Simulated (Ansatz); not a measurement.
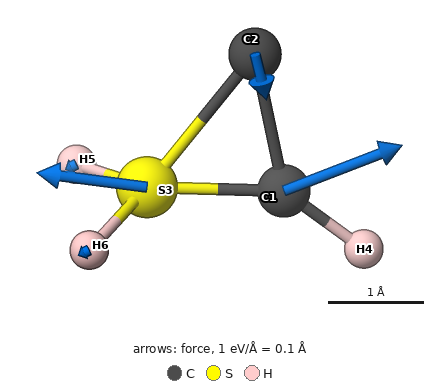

Starting geometry of C2H3S (charge +1) with the computed forces as blue arrows. Style: ball-and-stick. Shown at a tilt.

It is one of the separated reactants of a reaction.

These are results of RKS PBE-D4/def2-SVP (Ansatz), not measurements.

The input:
```yaml
crystal:
  periodic: [false, false, false]
  atoms:
    - {symbol: C, position_ang: [-0.325032, -0.706998, -0.264586]}
    - {symbol: C, position_ang: [0.710792, -0.988825, 0.920119]}
    - {symbol: S, position_ang: [0.160478, 0.605078, 0.095969]}
    - {symbol: H, position_ang: [-0.992356, -1.244825, -0.930739]}
    - {symbol: H, position_ang: [1.097362, 1.204707, -0.686522]}
    - {symbol: H, position_ang: [-0.619845, 1.413182, 0.862561]}
basis:
  gaussian: {orbitals: def2-SVP}
total_charge: 1
hamiltonian: {xc: pbe, dispersion: d4}
relax: {f_tol: 0.03, max_steps: 250}
```

Launched with:
```bash
ansatz run in.yaml --threads 2 --pin off --events-out ev --progress --plain --max-ram 4352MiB
```

> What follows when this structure is relaxed?

It isn't relaxed: the largest force vector, on C1, is 13.53 eV/Å. The final displacements follow the starting forces only in part (cosine between the two patterns 0.30). After 17 accepted moves (18 points after the start) the energy has fallen by 68.2 kcal/mol. Largest force component: 13 eV/Å at the start, 0.025 eV/Å at the end. The line search rejected the trial step at point 15 of the run. The largest move after the best rigid fit is that of C2, 0.88 Å. By element the largest moves are C 0.88 Å, S 0.52 Å, H 0.46 Å. Some distances before and after: C2–S3 1.877 → 2.741 Å, C1–S3 1.445 → 1.762 Å, C1–C2 1.599 → 1.335 Å, C1–H4 1.086 → 1.118 Å. Bond angles that change, for instance: C2–C1–S3 76.0° → 124.0°, C2–C1–H4 140.0° → 113.2°, H5–S3–H6 117.2° → 93.8°. The run took 14 s on 2 threads of Arm Neoverse V1, with other jobs on the host.
